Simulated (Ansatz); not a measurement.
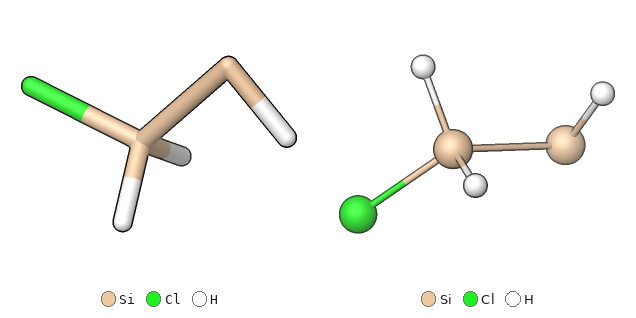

The same structure drawn twice, from different directions.

Computed geometry: PBE0-D4/def2-TZVP optimisation. No frequency run is at hand to confirm it as a minimum.

> Which formula does it have?

ClH₃Si₂, 6 atoms: 1 chlorine, 3 hydrogen and 2 silicon.

> Give the symmetry (Schoenflies symbol).

Cs.

> How many sets of symmetry-equivalent atoms are there?

5: 1 Si, 1 Si, 1 Cl, 1 H, 2 H.

> Count the bonded pairs by element.

3 Si–H, 1 Si–Si, 1 Cl–Si. Sticks follow a distance rule.

More results for the same structure follow; atom numbers are the same in all pictures, views and colours differ.

**Shape**

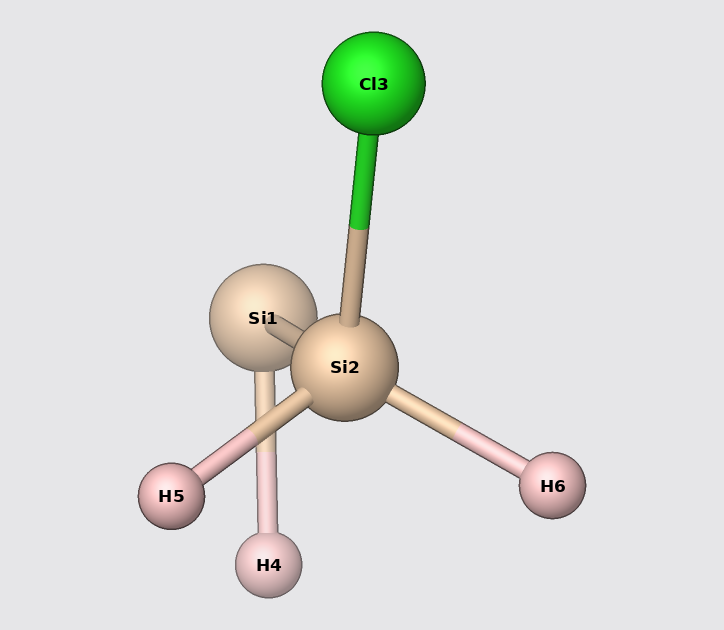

Si1 lies behind Si2. The molecule seen a little off the Si2–Si1 bond, Si2 in front. Depth is shown by fading: the farther an atom, the more it takes the colour of the background. No frequency run is at hand to confirm it as a minimum.

> What is the torsion angle Cl3–Si2–Si1–H4? The sign is positive where the front bond must turn clockwise to cover the back bond.

180°, antiperiplanar (anti).

**Dipole moment**

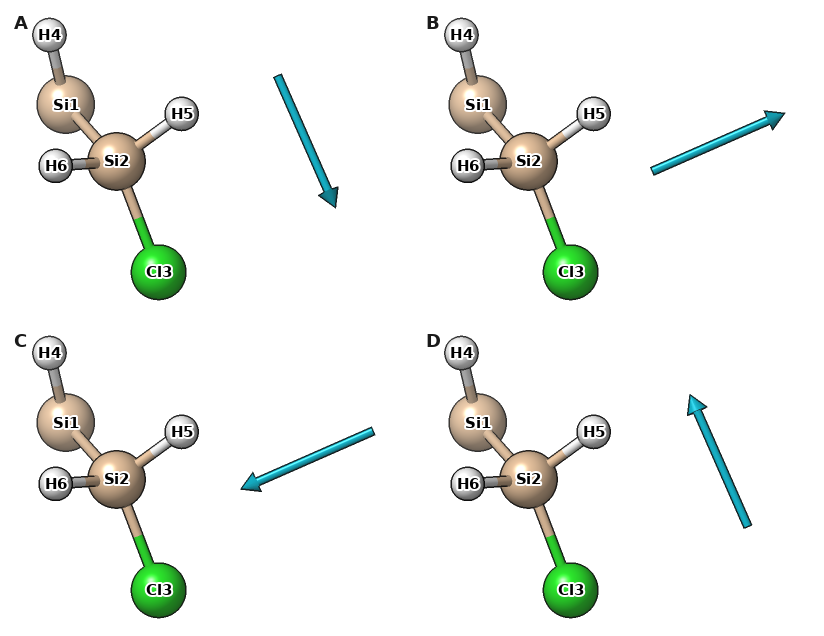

The same molecule four times, each with an arrow. No frequency run is at hand to confirm it as a minimum. Level of theory: RKS PBE0-D4/def2-TZVP (Ansatz 0.2.0).

> Which arrow points along the dipole moment, from the negative to the positive end?

D. The dipole moment is 1.63 D; it points from the side of Cl3 to the side of H4 (the outermost atoms at the two ends).

**Electronic properties**

No frequency run is at hand to confirm it as a minimum. Level of theory: RKS PBE0-D4/def2-TZVPP (Ansatz 0.2.0).

> What is the HOMO–LUMO gap?

3.30 eV.

> What is the HOMO energy (Kohn–Sham orbital)?

−6.93 eV.

**Charges**

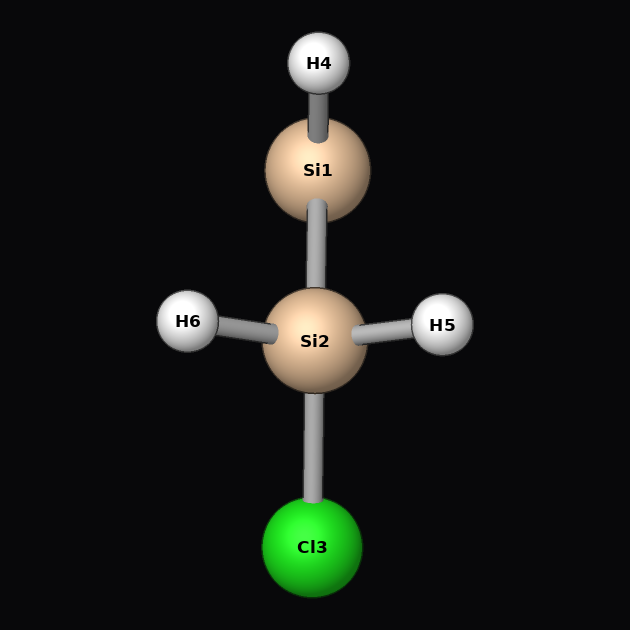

The questions are on Mulliken charges. No frequency run is at hand to confirm it as a minimum. Level of theory: RKS PBE0-D4/def2-TZVP (Ansatz 0.2.0).

> Which atom carries the highest charge (most positive or least negative)?

Si2 (0.21 e).

> And the lowest?

Cl3 (−0.26 e).

List the Mulliken charges.

```tsv
atom	value (e)
Si1	0.06
Si2	0.21
Cl3	−0.26
H4	0.00
H5	0.00
H6	0.00
```

Mulliken values depend strongly on the basis set and can even reverse the polarity of a bond.
